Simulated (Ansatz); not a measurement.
# PH2 (SMILES [PH2]): UBHLYP/3-21G

What is the electronic atomisation energy of PH2 at UBHLYP/3-21G? 

The calculation is run with Ansatz 0.2.0.

46 further runs of the same task are left out: 46 set aside as unsound or not needed.

## Step 1: The molecule

PH2: 3 atoms, total charge 0, spin state doublet. SMILES: `[PH2]`. The shape is that of a GFN2-xTB optimisation.

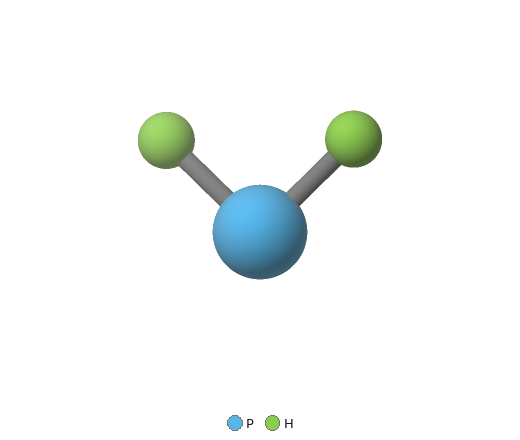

The structure, seen from a chosen angle (phosphorus blue, hydrogen green).

## Step 2: A single-point energy at UBHLYP/3-21G

Input file in.yaml:

```yaml
crystal:
  periodic: [false, false, false]
  atoms:
    - {symbol: P, position_ang: [0.514470, -0.302750, 0.252680]}
    - {symbol: H, position_ang: [0.111510, 1.027360, 0.172420]}
    - {symbol: H, position_ang: [-0.625980, -0.724620, -0.425100]}
basis:
  gaussian: {orbitals: 3-21G.json}
total_charge: 0
magnetization: {spin_polarized: true, initial_magnetization: 1}
hamiltonian: {xc: {name: BHLYP}}
accuracy: high
```

The basis set 3-21G is read from a file made from the Basis Set Exchange's data (not shown).

Run with:

```bash
ansatz run in.yaml --threads 1 --pin off --max-ram 2610MiB --events-out events.jsonl --progress --plain --runs-dir runs
```

The program printed:

```text
Warning: RAYON_NUM_THREADS=1 ignored (pool sized by the plan → 1); use --threads N
Functional definition: BHLYP
  name "BHLYP"
  parameter a = 0.5
  exchange = (1 - a)*b88_x + a*exact_x
  correlation = lyp_c
323 factors; integrals over basis functions are off by at most 2.1e-9 eV
mean field evaluation 1: about -9272.0325 eV, gradient 3.5e0 eV
mean field evaluation 2: about -9272.1286 eV, gradient 1.5e0 eV
mean field evaluation 4: about -9272.1441 eV, gradient 8.9e-2 eV
mean field evaluation 8: about -9272.1379 eV, gradient 7.2e-4 eV
mean field evaluation 16: about -9272.1379 eV, gradient 8.6e-8 eV
mean field -9272.13792070 eV, -340.7447837048 hartree, gradient 8.6e-8 eV, S^2 0.752442; 0 other end points of the search recorded, 0 dependent functions left out
reference -9272.13793665 eV, -340.7447842910 hartree; 9, 8 occupied and 8, 9 virtual orbitals, 323 factors
Total energy: -9272.13793665 eV, -340.7447842910 hartree
```

Run time: 0.81 s. Hardware: 1 thread of Arm Neoverse V1, shared host; peak memory 0.097 GiB.

## Step 3: The H atom at the same level

Input file in.yaml:

```yaml
crystal:
  periodic: [false, false, false]
  atoms:
    - symbol: H
      position_ang: [0.000000, 0.000000, 0.000000]
basis:
  gaussian:
    orbitals: 3-21G.json
magnetization:
  spin_polarized: true
  initial_magnetization: 1
hamiltonian:
  xc: {name: BHLYP}
accuracy: high
```

The basis set 3-21G is read from a file made from the Basis Set Exchange's data (not shown).

Run the same way, it converges to -0.49419 Eh (log not shown).

## Step 4: The P atom

Input file in.yaml:

```yaml
crystal:
  periodic: [false, false, false]
  atoms:
    - symbol: P
      position_ang: [0.000000, 0.000000, 0.000000]
basis:
  gaussian: {orbitals: 3-21G.json}
hamiltonian: {xc: {name: BHLYP}}
accuracy: high
magnetization: {spin_polarized: true, initial_magnetization: 3}
```

The basis set 3-21G is read from a file made from the Basis Set Exchange's data (not shown).

Run the same way, it converges to -339.54458 Eh (log not shown).

## Step 5: Results

Level: UBHLYP/3-21G.

| quantity | value |
| --- | --- |
| molecule: total energy | -340.74478 Eh |
| molecule: ⟨S²⟩ | 0.752 |
| H atom: total energy | -0.49419 Eh |
| H atom: ⟨S²⟩ | 0.750 |
| P atom: total energy | -339.54458 Eh |
| P atom: ⟨S²⟩ | 3.750 |
| electronic atomisation energy | 5.764 eV |

Taking the molecule apart into free atoms costs 5.76 eV (133 kcal/mol), before zero-point energy and without spin-orbit coupling. The basis has no polarisation functions, which makes bonds too weak.
